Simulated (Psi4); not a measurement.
# revPBE/cc-pVTZ run of GeO (SMILES [O]=[Ge])

What is the vertical ionisation energy of GeO at revPBE/cc-pVTZ? 

Program for the calculation: Psi4 1.11.

6 further runs of the same task are left out: 5 that didn't finish, 1 set aside as unsound or not needed.

## 1. The system as given

GeO: 2 atoms, total charge 0, spin state singlet. SMILES: `[O]=[Ge]`. Geometry: relaxed at PBE0-D4/def2-TZVP.

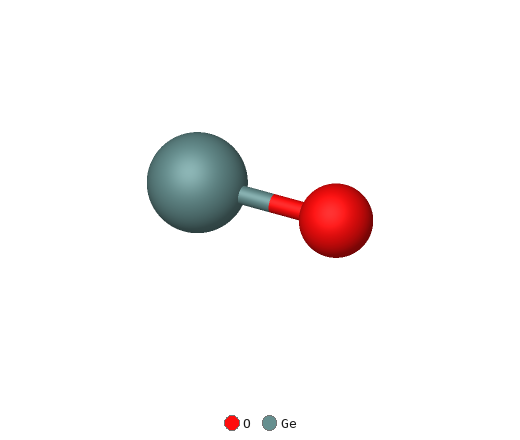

The structure, seen from a chosen angle (oxygen red, germanium teal).

## 2. Energy and forces at revPBE/cc-pVTZ

calc.py

```python
import psi4

psi4.set_memory(1600000000)
psi4.set_num_threads(1)
psi4.core.set_output_file('run.log', False)

molecule = psi4.geometry("""
0 1
O      0.00000000     0.00000000    -0.04353929
Ge     0.00000000     0.00000000     3.02267363
units bohr
symmetry c1
""")

psi4.set_options({
    'basis': 'cc-pVTZ',
    'puream': True,
    'e_convergence': 1e-09,
    'd_convergence': 1e-08,
    'scf_type': 'pk',
    'dft_radial_points': 99,
    'dft_spherical_points': 590,
})

e, wfn = psi4.gradient("revpbe", return_wfn=True)
psi4.oeprop(wfn, "MAYER_INDICES", "MULLIKEN_CHARGES", "DIPOLE", title="REVPBE")
print('gradient / Eh bohr^-1')
print(e.np.round(6))
print(f'energy = {wfn.energy():.10f} Eh')
```

Run with:

```sh
$ python calc.py
```

run.log:

```text
[...]
  Running in c1 symmetry.
[...]
  Nuclear repulsion =   83.490614213444772
[...]
  Multiplicity = 1
[...]
  Nalpha       = 20
  Nbeta        = 20
[...]
    Number of basis functions: 73
[...]
   @RKS iter   1: -2151.08953906462420   -2.35531e+00   2.72920e-02 ADIIS/DIIS
[...]
   @RKS iter  12: -2152.12191827534298   -4.86580e-11   4.56022e-09 DIIS
[...]
    Orbital Energies [Eh]
    ---------------------
    Doubly Occupied:
       1A   -397.115145     2A    -49.200329     3A    -43.806359
       4A    -43.806359     5A    -43.802182     6A    -18.755082
       7A     -5.997672     8A     -4.213549     9A     -4.213549
      10A     -4.201974    11A     -1.121374    12A     -1.118843
      13A     -1.118843    14A     -1.110791    15A     -1.110791
      16A     -0.830492    17A     -0.410554    18A     -0.274545
      19A     -0.274545    20A     -0.259667
[...]
  @RKS Final Energy: -2152.12191827534298
   => Energetics <=
    Nuclear Repulsion Energy =             83.4906142134447720
    One-Electron Energy =               -3164.2964229167146186
    Two-Electron Energy =                1016.0624330211981032
    DFT Exchange-Correlation Energy =     -87.3785425932712059
    Empirical Dispersion Energy =           0.0000000000000000
    VV10 Nonlocal Energy =                  0.0000000000000000
    Total Energy =                      -2152.1219182753429777
[...]
  -Total Gradient:
     Atom            X                  Y                   Z
    ------   -----------------  -----------------  -----------------
       1       -0.000000000000    -0.000000000000     0.024628780048
       2        0.000000000002     0.000000000000    -0.024628131265
[...]
 Multipole Moments:
 ------------------------------------------------------------------------------------
     Multipole            Electronic (a.u.)      Nuclear  (a.u.)        Total (a.u.)
 ------------------------------------------------------------------------------------
 L = 1.  Multiply by 2.5417464519 to convert [e a0] to [Debye]
 Dipole X            :          0.0000000            0.0000000            0.0000000
 Dipole Y            :          0.0000000            0.0000000            0.0000000
 Dipole Z            :          3.8299278           -2.7121121            1.1178158
 Magnitude           :                                                    1.1178158
[...]
  Mulliken Charges: (a.u.)
   Center  Symbol    Alpha    Beta     Spin     Total
       1     O     4.21254  4.21254  0.00000 -0.42508
       2    GE    15.78746 15.78746  0.00000  0.42508
   Total alpha = 20.00000, Total beta = 20.00000, Total charge = -0.00000
  Mayer Bond Indices:
[...]
```

On the terminal:

```text
gradient / Eh bohr^-1
[[-0.       -0.        0.024629]
 [ 0.        0.       -0.024628]]
energy = -2152.1219182753 Eh
```

Wall time 81 s (1 thread of Intel Xeon Platinum 8259CL at 2.50GHz (Skylake/Cascade Lake), shared host); peak memory 1.3 GiB.

## 3. The doublet cation: the energy at U-revPBE/cc-pVTZ

geo.in

```
memory 1.6 GB

molecule system {
  1 2
  O      0.000000     0.000000    -0.023040
  Ge     0.000000     0.000000     1.599530
  symmetry c1
}

set basis cc-pVTZ
set reference uks
set puream true
set e_convergence 1e-09
set d_convergence 1e-08
set scf_type pk
set dft_radial_points 99
set dft_spherical_points 590
set maxiter 100

energy_value, wavefunction = energy("revpbe", return_wfn=True)
```

Run with:

```sh
$ psi4 -i geo.in -o geo.out -n 1
```

geo.out:

```text
[...]
  Running in c1 symmetry.
[...]
  Nuclear repulsion =   83.490614230215044
[...]
  Multiplicity = 2
[...]
  Nalpha       = 20
  Nbeta        = 19
[...]
    Number of basis functions: 73
[...]
   @UKS iter   1: -2150.79921880718666   -2.06499e+00   2.65779e-02 DIIS/ADIIS
[...]
   @UKS iter  15: -2151.72221496067777   -1.36424e-12   5.62361e-09 DIIS
[...]
   @S^2 Observed:                7.553722190E-01
[...]
    Orbital Energies [Eh]
    ---------------------
    Alpha Occupied:
       1A   -397.466734     2A    -49.548216     3A    -44.153952
       4A    -44.153952     5A    -44.152199     6A    -19.106237
       7A     -6.346332     8A     -4.559922     9A     -4.559922
      10A     -4.555288    11A     -1.474365    12A     -1.463023
      13A     -1.463023    14A     -1.460455    15A     -1.460455
      16A     -1.170212    17A     -0.744946    18A     -0.605694
      19A     -0.584754    20A     -0.584754
    Alpha Virtual:
      21A     -0.384630    22A     -0.384630    23A     -0.245269
      24A     -0.113252    25A     -0.048589    26A     -0.048589
[...]
  @UKS Final Energy: -2151.72221496067777
   => Energetics <=
    Nuclear Repulsion Energy =             83.4906142302150442
    One-Electron Energy =               -3150.6937116835060806
    Two-Electron Energy =                1002.5676928217947079
    DFT Exchange-Correlation Energy =     -87.0868103291813895
    Empirical Dispersion Energy =           0.0000000000000000
    VV10 Nonlocal Energy =                  0.0000000000000000
    Total Energy =                      -2151.7222149606777748
[...]
 Multipole Moments:
 ------------------------------------------------------------------------------------
     Multipole            Electronic (a.u.)      Nuclear  (a.u.)        Total (a.u.)
 ------------------------------------------------------------------------------------
 L = 1.  Multiply by 2.5417464519 to convert [e a0] to [Debye]
 Dipole X            :          0.0000000            0.0000000            0.0000000
 Dipole Y            :          0.0000000            0.0000000            0.0000000
 Dipole Z            :          3.8208531           -2.7121121            1.1087410
 Magnitude           :                                                    1.1087410
[...]
```

Wall time 35 s (1 thread of Intel Xeon Platinum 8259CL at 2.50GHz (Skylake/Cascade Lake), shared host); peak memory 1.3 GiB.

## 4. Summary of results

At revPBE/cc-pVTZ:

| quantity | value |
| --- | --- |
| singlet GeO: total energy | -2152.12192 Eh |
| singlet GeO: dipole moment | 2.84 D |
| singlet GeO: HOMO energy | -7.07 eV |
| singlet GeO: LUMO energy | -2.71 eV |
| singlet GeO: HOMO–LUMO gap | 4.35 eV |
| singlet GeO: largest force on an atom | 1.266 eV/Å |
| doublet cation: total energy | -2151.72221 Eh |
| doublet cation: HOMO energy (highest over α and β) | -15.55 eV |
| doublet cation: LUMO energy (lowest over α and β) | -14.72 eV |
| doublet cation: ⟨S²⟩ | 0.755 |
| vertical ionisation energy (to the doublet cation) | 10.876 eV |

Removing an electron at fixed nuclei costs 10.88 eV (1049 kJ/mol). The largest force (singlet GeO) is 1.27 eV/Å: the shape isn't a stationary point for this species at this level. −ε(HOMO) before ionisation, 7.07 eV, is 3.81 eV below this ionisation energy.
